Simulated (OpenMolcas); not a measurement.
# A workflow on CH6ClNSi (SMILES C[SiH](N)Cl), part 3 of 3

OpenMolcas 26.06. Earlier steps stand in the parts before.

## Step 6: An energy scan at MC-PDFT[tPBE](2,2)/ANO-R1 (sfX2C, RICD fitting) (run 5)

Contents of step5.input:

```
* CH6ClNSi MC-PDFT
>>> EXPORT MOLCAS_PRINT=2
>>> COPY $CurrDir/step2.RasOrb $Project.RasOrb
>>> ForEach K in (1, 2, 3, 4, 5, 6, 7, 8, 9)

&GATEWAY
  Coord
  $CurrDir/point$K.xyz
  Basis
  ANO-R1
  Group
  NoSym
  RICD

&SEWARD

&RASSCF
  FileOrb
  $Project.RasOrb
  Spin
  1
  Nactel
  2 0 0
  Inactive
  24
  Ras2
  2
  OrbListing
  Nothing
  OrbAppear
  Compact

&MCPDFT
  KSDFT
  T:PBE
>>> EndDo
```

Run with:

```sh
$ export MOLCAS_MEM=1860
$ pymolcas step5.input > step5.log
```

Output:

```text
--- Start Module: gateway ---

                                              &GATEWAY

                       available to each process: 1.9 GB of memory, 1 thread

++    Symmetry information:
      ---------------------

                    Character Table for C1

                             E
                    a        1  x, y, xy, Rz, z, xz, Ry, yz, Rx, I
--

++    Basis set information:
      ----------------------

      Basis set label: C.ANO-R...3S2P1D.

      Electronic valence basis set:
      ------------------
      Associated Effective Charge   6.000000 au
      Associated Actual Charge      6.000000 au
      Nuclear Model: Finite nucleus - Gaussian distribution
        Gaussian exponent, Xi/bohr**(-2):  6.80775E+08

      Shell  nPrim  nBasis  Cartesian Spherical Contaminant
         s      12       3        X
         p       7       2        X
         d       3       1                 X

      Basis set label: SI.ANO-R...4S3P1D.

      Electronic valence basis set:
      ------------------
      Associated Effective Charge  14.000000 au
      Associated Actual Charge     14.000000 au
      Nuclear Model: Finite nucleus - Gaussian distribution
        Gaussian exponent, Xi/bohr**(-2):  4.34677E+08

      Shell  nPrim  nBasis  Cartesian Spherical Contaminant
         s      16       4        X
         p      11       3        X
         d       7       1                 X

      Basis set label: N.ANO-R...3S2P1D.

      Electronic valence basis set:
      ------------------
      Associated Effective Charge   7.000000 au
      Associated Actual Charge      7.000000 au
      Nuclear Model: Finite nucleus - Gaussian distribution
        Gaussian exponent, Xi/bohr**(-2):  6.28656E+08

      Shell  nPrim  nBasis  Cartesian Spherical Contaminant
         s      13       3        X
         p       8       2        X
         d       4       1                 X

      Basis set label: CL.ANO-R...4S3P1D.

      Electronic valence basis set:
      ------------------
      Associated Effective Charge  17.000000 au
      Associated Actual Charge     17.000000 au
      Nuclear Model: Finite nucleus - Gaussian distribution
        Gaussian exponent, Xi/bohr**(-2):  3.84638E+08

      Shell  nPrim  nBasis  Cartesian Spherical Contaminant
         s      17       4        X
         p      11       3        X
         d       7       1                 X

      Basis set label: H.ANO-R...2S1P.

      Electronic valence basis set:
      ------------------
      Associated Effective Charge   1.000000 au
      Associated Actual Charge      1.000000 au
      Nuclear Model: Finite nucleus - Gaussian distribution
        Gaussian exponent, Xi/bohr**(-2):  2.12482E+09

      Shell  nPrim  nBasis  Cartesian Spherical Contaminant
         s       7       2        X
         p       4       1        X
--

++    Molecular structure info:
      -------------------------

                    ************************************************
                    **** Cartesian Coordinates / bohr, angstrom ****
                    ************************************************

     Center  Label                x              y              z                     x              y              z
        1      C1              -1.582523       1.512762      -0.744518             -0.837435       0.800519      -0.393982
        2      SI2             -0.105069      -1.204889      -0.138706             -0.055600      -0.637600      -0.073400
        3      N3               2.269183      -0.716584       1.985724              1.200800      -0.379200       1.050800
[... 6 lines of this table left out ...]
       10      H10              3.142048      -2.208523       2.785078              1.662700      -1.168700       1.473800

                    ***************************************
                    *    InterNuclear Distances / bohr    *
                    ***************************************

               1 C1            2 SI2           3 N3            4 CL4           5 H5            6 H6
    1 C1       0.000000
    2 SI2      3.152064        0.000000
    3 N3       5.221096        3.223153        0.000000
    4 CL4      5.710419        3.933362        6.007378        0.000000
[... 5 lines of this table left out ...]
   10 H10      6.973348        4.483253        1.904400        6.702059        8.644964        7.363285

               7 H7            8 H8            9 H9           10 H10
    7 H7       0.000000
    8 H8       6.731401        0.000000
    9 H9       5.426923        6.609580        0.000000
   10 H10      7.500509        5.348142        3.133780        0.000000

                    *******************************************
                    *    InterNuclear Distances / angstrom    *
                    *******************************************

               1 C1            2 SI2           3 N3            4 CL4           5 H5            6 H6
    1 C1       0.000000
    2 SI2      1.668000        0.000000
    3 N3       2.762885        1.705619        0.000000
    4 CL4      3.021823        2.081445        3.178967        0.000000
[... 5 lines of this table left out ...]
   10 H10      3.690137        2.372435        1.007765        3.546577        4.574718        3.896482

               7 H7            8 H8            9 H9           10 H10
    7 H7       0.000000
    8 H8       3.562104        0.000000
    9 H9       2.871804        3.497639        0.000000
   10 H10      3.969098        2.830115        1.658325        0.000000

[... 146 lines left out ...]
      Convergence after 10 iterations
[... 12 lines left out ...]
      conf/sym  11     Coeff  Weight
[... 14 lines left out ...]
      RASSCF energy for state  1                   -846.45080051
[... 42 lines left out ...]
      Dipole Moment (debye):
[... 114 lines left out ...]
      Wave function energy weight                0.00
[... 279 lines left out ...]
      Nuclear repulsion energy =  222.15448393
[... 89 lines left out ...]
      printout of CI-coefficients larger than  0.05 for root  1
[... 9 lines left out ...]
      *                                                    Final results                                                     *
[... 19 lines left out ...]
::    RASSCF root number  1 Total energy:   -846.47382004
[... 88 lines left out ...]
      Spin density orbitals for root   1 are written to the SPDORB.1 file
[... 117 lines left out ...]
      Total MCPDFT energy for state   1                                  -847.89347457
[... 295 lines left out ...]
      Convergence after  9 iterations
[... 12 lines left out ...]
      conf/sym  11     Coeff  Weight
[... 14 lines left out ...]
      RASSCF energy for state  1                   -846.46858127
[... 42 lines left out ...]
      Dipole Moment (debye):
[... 114 lines left out ...]
      Wave function energy weight                0.00
[... 279 lines left out ...]
      Nuclear repulsion energy =  211.73906250
[... 89 lines left out ...]
      printout of CI-coefficients larger than  0.05 for root  1
[... 9 lines left out ...]
      *                                                    Final results                                                     *
[... 19 lines left out ...]
::    RASSCF root number  1 Total energy:   -846.44101187
[... 88 lines left out ...]
      Spin density orbitals for root   1 are written to the SPDORB.1 file
[... 117 lines left out ...]
      Total MCPDFT energy for state   1                                  -847.85480387
[... 296 lines left out ...]
      Convergence after 10 iterations
[... 12 lines left out ...]
      conf/sym  11     Coeff  Weight
[... 14 lines left out ...]
      RASSCF energy for state  1                   -846.39972049
[... 42 lines left out ...]
      Dipole Moment (debye):
[... 114 lines left out ...]
      Wave function energy weight                0.00
[... 279 lines left out ...]
      Nuclear repulsion energy =  199.00073410
[... 89 lines left out ...]
      printout of CI-coefficients larger than  0.05 for root  1
[... 9 lines left out ...]
      *                                                    Final results                                                     *
[... 19 lines left out ...]
::    RASSCF root number  1 Total energy:   -846.36242517
[... 88 lines left out ...]
      Spin density orbitals for root   1 are written to the SPDORB.1 file
[... 117 lines left out ...]
      Total MCPDFT energy for state   1                                  -847.76372069
[... 295 lines left out ...]
      Convergence after  9 iterations
[... 12 lines left out ...]
      conf/sym  11     Coeff  Weight
[... 14 lines left out ...]
      RASSCF energy for state  1                   -846.34189904
[... 42 lines left out ...]
      Dipole Moment (debye):
[... 114 lines left out ...]
      Wave function energy weight                0.00
[... 278 lines left out ...]
      Nuclear repulsion energy =  186.95978238
[... 89 lines left out ...]
      printout of CI-coefficients larger than  0.05 for root  1
[... 9 lines left out ...]
      *                                                    Final results                                                     *
[... 19 lines left out ...]
::    RASSCF root number  1 Total energy:   -846.33498985
[... 88 lines left out ...]
      Spin density orbitals for root   1 are written to the SPDORB.1 file
[... 117 lines left out ...]
      Total MCPDFT energy for state   1                                  -847.72536542
[... 297 lines left out ...]
      Convergence after  6 iterations
[... 12 lines left out ...]
      conf/sym  11     Coeff  Weight
[... 14 lines left out ...]
      RASSCF energy for state  1                   -846.33381921
[... 42 lines left out ...]
      Dipole Moment (debye):
[... 26 lines left out ...]
      Total       -0.7317   0.6371  -0.9418  -0.3238   0.2449   0.2437   0.2430  -0.0680   0.3508   0.3457
--

      Natural Bond Order analysis for root number:  1

++    Natural Bond Order analysis
      ---------------------------
      Based on LoProp computed density
      -------------------------------------------------------------------------------------
      Atom A       Atom B       Bond Order
        SI2          H8             0.786
      -------------------------------------------------------------------------------------
      NBO located      1.572 electrons involved in    1 bonds.
      NBO located      0.997 non-bonded electrons on atom C1
      NBO located      0.985 non-bonded electrons on atom SI2
      NBO located      0.998 non-bonded electrons on atom SI2
      NBO located      1.000 non-bonded electrons on atom SI2
      NBO located      0.999 non-bonded electrons on atom SI2
      NBO located      0.999 non-bonded electrons on atom SI2
      NBO located      0.997 non-bonded electrons on atom N3
      NBO located      0.999 non-bonded electrons on atom CL4
      NBO located      1.000 non-bonded electrons on atom CL4
      NBO located      1.000 non-bonded electrons on atom CL4
      NBO located      1.000 non-bonded electrons on atom CL4
      NBO located      1.000 non-bonded electrons on atom CL4
      The remaining   14.433 electrons are to be considered as diffuse
--

--

      Average orbitals are written to the RASORB file
      Natural orbitals for root   1 are written to the RASORB.1 file
      Spin density orbitals for root   1 are written to the SPDORB.1 file

--- Stop Module: rasscf /rc=_RC_ALL_IS_WELL_ ---
--- Module rasscf spent 1 second ---

--- Start Module: mcpdft ---

                                              &MCPDFT

                       available to each process: 1.9 GB of memory, 1 thread

 ###############################################################################
 ###    WARNING: Deprecation warning: KSDF should be replaced                ###
 ###    with FUNC keyword                                                    ###
 ###############################################################################

++    Wave function specifications:
      -----------------------------

      Number of closed shell electrons          48
      Number of electrons in active shells       2
      Max number of holes in RAS1 space          0
      Max nr of electrons in RAS3 space          0
      Number of inactive orbitals               24
      Number of active orbitals                  2
      Number of secondary orbitals              68
      Spin quantum number                      0.0
      State symmetry                             1
      Number of CSFs                             3
      Number of RASSCF root(s) available         1
--

++    Orbital specifications:
      -----------------------

      Symmetry species                           1
                                                 a
      Frozen orbitals                            0
      Inactive orbitals                         24
      Active orbitals                            2
      RAS1 orbitals                              0
      RAS2 orbitals                              2
      RAS3 orbitals                              0
      Secondary orbitals                        68
      Deleted orbitals                           0
      Number of basis functions                 94
--

++    MCPDFT specifications:
      ----------------------

      Cholesky decomposition                     On
      Type of calculation                        MC-PDFT
      On-Top Functional                          T:PBE
      Exchange scaling factor                    1.00
      Correlation scaling factor                 1.00
      Wave function energy weight                0.00
--

      Numerical integration parameters
      --------------------------------
      Radial quadrature type:                         MHL
      Size of radial grid:                            75
      Lebedev angular grid:                           29
      Angular grid pruned with the crowding factor:  3.00E+00
                                 and fading factor:  6.00E+00
      Screening threshold for integral computation:   1.00E-11
      Radial quadrature accuracy:                     1.00E-25
      Maximum batch size:                             128
      AO values are stored on disk

++    DFT functional specifications:
      ------------------------------
      Using Libxc version: 6.2.2
      Please cite the following reference:
      S. Lehtola, C. Steigemann, M. J.T. Oliveira, and M. A.L. Marques.,  SoftwareX 7, 1–5 (2018) doi:10.1016/j.softx.2017.11.002

      * Perdew, Burke & Ernzerhof
        - J. P. Perdew, K. Burke, and M. Ernzerhof.,  Phys. Rev. Lett. 77, 3865 (1996) doi:10.1103/PhysRevLett.77.3865
        - J. P. Perdew, K. Burke, and M. Ernzerhof.,  Phys. Rev. Lett. 78, 1396 (1997) doi:10.1103/PhysRevLett.78.1396
      * Perdew, Burke & Ernzerhof
        - J. P. Perdew, K. Burke, and M. Ernzerhof.,  Phys. Rev. Lett. 77, 3865 (1996) doi:10.1103/PhysRevLett.77.3865
        - J. P. Perdew, K. Burke, and M. Ernzerhof.,  Phys. Rev. Lett. 78, 1396 (1997) doi:10.1103/PhysRevLett.78.1396
--
   File JOBOLD not found -- use JOBIPH.
      The MO-coefficients are taken from the file:
      JOBIPH
 Reference MC-SCF energies taken from JOBIPH

++    MC-PDFT RESULTS, STATE 0001
      ---------------------------

      MCSCF reference energy                                             -846.33381921

      Integrated total density:                                                 50.000
      Integrated alpha density before functional transformation:                25.000
      Integrated  beta density before functional transformation:                25.000
      Integrated alpha density  after functional transformation:                25.995
      Integrated  beta density  after functional transformation:                24.005
      Integrated alpha tau     before functional transformation:                 0.000
      Integrated  beta tau     before functional transformation:                 0.000
      Integrated alpha tau      after functional transformation:                 0.000
      Integrated  beta tau      after functional transformation:                 0.000
      NOTE:
      Densities after transformation are intermediate quantities
      and should not be interpreted as real spin densities

      Exchange energy scaling factor                                          1.000000
      Correlation energy scaling factor                                       1.000000

      Integrated alpha exchange energy                                      -31.305759
      Integrated beta  exchange energy                                      -30.475636
      Integrated  correlation   energy                                       -1.766103

      Nuclear Repulsion energy                                            180.43262166
      CASSCF contribution energy                                         -784.17639326
      On-top energy                                                       -63.54749840

      Total MCPDFT energy for state   1                                  -847.72389166
--

::    MCPDFT root number  1 Total energy:   -847.72389166

--- Stop Module: mcpdft /rc=_RC_ALL_IS_WELL_ ---
--- Module mcpdft spent 1 second ---

>>> END FOREACH

.##################.
.# Happy landing! #.
.##################.

    Timing: Wall=62.99 User=56.37 System=4.51
```

It took 63 s on 1 thread of Intel Xeon 6975P-C (Granite Rapids), shared host; peak memory 0.089 GiB.

The scan, from its lowest point:

| Si2–C1 (Å) | energy (kJ/mol) |
| --- | --- |
| 1.668 | 49.2 |
| 1.853 | 0.0 |
| 2.039 | 21.1 |
| 2.317 | 101.5 |
| 2.687 | 222.2 |
| 3.151 | 340.7 |
| 3.707 | 414.8 |
| 4.448 | 441.4 |
| 5.560 | 445.2 |

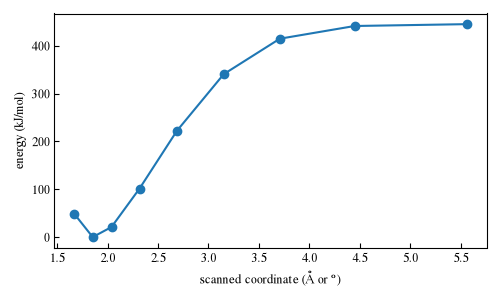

Energy along the scan.

## Step 7: Results

This closing draws on all 3 parts.

| quantity | value |
| --- | --- |
| run 1, HF/ANO-R0: total energy | -845.70537 Eh |
| run 1, HF/ANO-R0: dipole moment | 2.10 D |
| run 1, HF/ANO-R0: HOMO energy | -11.30 eV |
| run 1, HF/ANO-R0: LUMO energy | 4.71 eV |
| run 1, HF/ANO-R0: HOMO–LUMO gap | 16.01 eV |
| run 2, CASSCF(2,2)/ANO-R1: total energy | -846.47383 Eh |
| run 2, CASSCF(2,2)/ANO-R1: dipole moment (CASSCF density) | 2.04 D |
| run 3, CASPT2(2,2)/ANO-R1: lowest energy of the scan | -847.02233 Eh |
| run 4, SC-NEVPT2(2,2)/ANO-R1: lowest energy of the scan | -847.01789 Eh |
| run 5, MC-PDFT[tPBE](2,2)/ANO-R1: lowest energy of the scan | -847.89347 Eh |
